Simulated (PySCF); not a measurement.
# doublet H2Se−: levels of theory compared

Aim: a comparison of 6 runs (U-wB97X/def2-TZVPPD, UB2PLYP/def2-TZVPPD, UBHLYP/def2-TZVPPD, UM06-2X/def2-TZVPPD, UPBE/def2-TZVPPD, USVWN5/def2-TZVPPD) of doublet H2Se−. Input form: a Python script.

Program for the calculation: PySCF 2.14.0.

1 further run of the same task is left out (set aside as unsound or not needed).

### 1 The system as given

H2Se−: 3 atoms, total charge -1, spin state doublet. As SMILES of the parent species, `[SeH2]`. The shape is that of a PBE0-D4/def2-TZVP optimisation. That shape belongs to the parent species and isn't relaxed for this state.

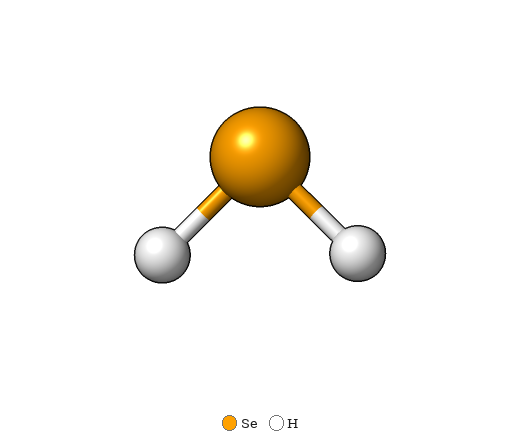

Viewed from a chosen angle; selenium orange, hydrogen white.

### 2 The energy at U-wB97X/def2-TZVPPD (run 1)

Contents of run.py:

```python
from pyscf import gto, dft

mol = gto.M(
    atom=[
    ('Se', (0.560660, -0.274700, 0.280190)),
    ('H', (0.045430, 1.091880, 0.143880)),
    ('H', (-0.606090, -0.817190, -0.424060)),
],
    verbose=4,
    max_memory=1860,
    spin=1,
    basis='def2-tzvppd',
    charge=-1,
)

mf = dft.UKS(mol, xc='wb97x')
mf.conv_tol = 1e-10
mf.grids.level = 5
mf.kernel()
if not mf.converged:
    mf = mf.newton().run(mf.mo_coeff, mf.mo_occ)

etot = mf.e_tot
print('Final energy', etot)
```

Command:

```sh
$ OMP_NUM_THREADS=1 python run.py
```

What it wrote:

```text
PySCF version 2.14.0

[INPUT] num. atoms = 3
[INPUT] num. electrons = 37
[INPUT] charge = -1
[INPUT] spin (= nelec alpha-beta = 2S) = 1
[INPUT] symmetry False subgroup None
[INPUT] Mole.unit = angstrom
[INPUT] Symbol           X                Y                Z      unit          X                Y                Z       unit  Magmom
[INPUT]  1 Se     0.560660000000  -0.274700000000   0.280190000000 AA    1.059493848999  -0.519107766418   0.529482362842 Bohr   0.0
[INPUT]  2 H      0.045430000000   1.091880000000   0.143880000000 AA    0.085850257839   2.063354160890   0.271893794802 Bohr   0.0
[INPUT]  3 H     -0.606090000000  -0.817190000000  -0.424060000000 AA   -1.145344106838  -1.544265291733  -0.801357260383 Bohr   0.0

[... 40 lines left out ...]
WARN: HOMO 0.0188415759382181 >= LUMO 0.018841575938219
[... 90 lines left out ...]
converged SCF energy = -2402.70631352824  <S^2> = 0.75375377  2S+1 = 2.0037503
Final energy -2402.7063135282356
```

Run time: 31 s. Hardware: 1 thread of Arm Neoverse V2, shared host; peak memory 0.44 GiB.

### 3 A single-point energy at UB2PLYP/def2-TZVPPD (run 2)

Contents of input.py:

```python
from pyscf import gto, dft, mp

system = gto.M(
    atom=[
    ('Se', (0.560660, -0.274700, 0.280190)),
    ('H', (0.045430, 1.091880, 0.143880)),
    ('H', (-0.606090, -0.817190, -0.424060)),
],
    charge=-1,
    spin=1,
    max_memory=1860,
    verbose=3,
    basis='def2-tzvppd',
)

mf = dft.UKS(system, xc='0.53*HF + 0.47*B88, 0.73*LYP')
mf.grids.level = 5
mf.conv_tol = 1e-10
mf.kernel()
if not mf.converged:
    mf = mf.newton().run(mf.mo_coeff, mf.mo_occ)

pt = mp.MP2(mf, frozen=9).run()
e_tot = mf.e_tot + 0.27 * pt.e_corr
print('PT2 part  %.8f' % (0.27 * pt.e_corr))
print('E(%s) = %.9f' % ('B2PLYP', e_tot))
```

Command:

```sh
$ OMP_NUM_THREADS=1 python input.py
```

What it wrote:

```text
WARN: HOMO 0.000839442279376988 >= LUMO 0.000839442279381123

converged SCF energy = -2402.22745987022  <S^2> = 0.75108392  2S+1 = 2.0010836
E(UMP2) = -2402.59549675527  E_corr = -0.368036885055198
E(SCS-UMP2) = -2402.57693207128  E_corr = -0.349472201064016
PT2 part  -0.09936996
E(B2PLYP) = -2402.326829829
```

Run time: 15 s. Hardware: 1 thread of Arm Neoverse V2, shared host; peak memory 0.44 GiB.

Runs 3 to 4 aren't shown in full; the table further down has their settings and results.

### 4 A single-point energy at UPBE/def2-TZVPPD (run 5)

Contents of start.xyz:

```xyz
3

Se     0.560660    -0.274700     0.280190
H      0.045430     1.091880     0.143880
H     -0.606090    -0.817190    -0.424060
```

Contents of input.py:

```python
from pyscf import gto, dft

mol = gto.Mole()
mol.atom = 'start.xyz'
mol.charge = -1
mol.verbose = 3
mol.spin = 1
mol.basis = 'def2-tzvppd'
mol.max_memory = 1860
mol.build()

mf = dft.UKS(mol)
mf.xc = 'pbe'
mf.conv_tol = 1e-10
mf.grids.level = 5
mf.kernel()
if not mf.converged:
    mf = mf.newton().run(mf.mo_coeff, mf.mo_occ)

e_final = mf.e_tot
print('E(%s) = %.9f' % ('PBE', e_final))
```

Command:

```sh
$ OMP_NUM_THREADS=1 python input.py
```

What it wrote:

```text
WARN: HOMO -0.04975886825875 >= LUMO -0.0497588682587482

converged SCF energy = -2402.34855509199  <S^2> = 0.75061216  2S+1 = 2.0006121
E(PBE) = -2402.348555092
```

Wall time 12 s (1 thread of Arm Neoverse V2, shared host); peak memory 0.44 GiB.

### 5 The energy at USVWN5/def2-TZVPPD (run 6)

Contents of geometry.xyz:

```xyz
3

Se     0.560660    -0.274700     0.280190
H      0.045430     1.091880     0.143880
H     -0.606090    -0.817190    -0.424060
```

Contents of calc.py:

```python
from pyscf import gto, dft

system = gto.Mole()
system.atom = 'geometry.xyz'
system.spin = 1
system.charge = -1
system.max_memory = 1860
system.verbose = 4
system.basis = 'def2-tzvppd'
system.build()

myscf = dft.UKS(system, xc='svwn')
myscf.conv_tol = 1e-10
myscf.grids.level = 5
myscf.kernel()
if not myscf.converged:
    myscf = myscf.newton().run(myscf.mo_coeff, myscf.mo_occ)

etot = myscf.e_tot
print('Final energy', etot)
```

Command:

```sh
$ OMP_NUM_THREADS=1 python calc.py
```

What it wrote:

```text
PySCF version 2.14.0

[INPUT] num. atoms = 3
[INPUT] num. electrons = 37
[INPUT] charge = -1
[INPUT] spin (= nelec alpha-beta = 2S) = 1
[INPUT] symmetry False subgroup None
[INPUT] Mole.unit = angstrom
[INPUT] Symbol           X                Y                Z      unit          X                Y                Z       unit  Magmom
[INPUT]  1 Se     0.560660000000  -0.274700000000   0.280190000000 AA    1.059493848999  -0.519107766418   0.529482362842 Bohr   0.0
[INPUT]  2 H      0.045430000000   1.091880000000   0.143880000000 AA    0.085850257839   2.063354160890   0.271893794802 Bohr   0.0
[INPUT]  3 H     -0.606090000000  -0.817190000000  -0.424060000000 AA   -1.145344106838  -1.544265291733  -0.801357260383 Bohr   0.0

[... 96 lines left out ...]
converged SCF energy = -2399.28644607412  <S^2> = 0.75053319  2S+1 = 2.0005331
Final energy -2399.286446074123
```

It took 8.1 s on 1 thread of Arm Neoverse V2, shared host; peak memory 0.29 GiB.

### 6 The series

```csv
run,level,frozen core orbitals,energy (Eh),HOMO energy (eV),LUMO energy (eV),⟨S²⟩,wall time
1,U-wB97X/def2-TZVPPD,–,-2402.706314,2.12,5.32,0.754,31 s
2,UB2PLYP/def2-TZVPPD,9,-2402.326830,2.15,4.09,0.751,15 s
3,UBHLYP/def2-TZVPPD,–,-2402.681574,2.13,3.57,0.750,19 s
4,UM06-2X/def2-TZVPPD,–,-2402.713648,2.10,3.47,0.750,48 s
5,UPBE/def2-TZVPPD,–,-2402.348555,2.76,3.19,0.751,12 s
6,USVWN5/def2-TZVPPD,–,-2399.286446,2.69,3.16,0.751,8.1 s
```

### 7 Summary of results

| quantity | value |
| --- | --- |
| run 6: total energy | -2399.28645 Eh |
| run 6: HOMO energy (highest over α and β) | 2.69 eV |
| run 6: LUMO energy (lowest over α and β) | 3.16 eV |
| run 6: ⟨S²⟩ | 0.751 |

**Reading.** Totals of different functionals can't be ranked against each other. In runs 1, 2, 3, 4, 5, 6 the HOMO lies above zero, so the outermost electron may be held by the basis alone. All runs together took 2.2 min, the longest 48 s.
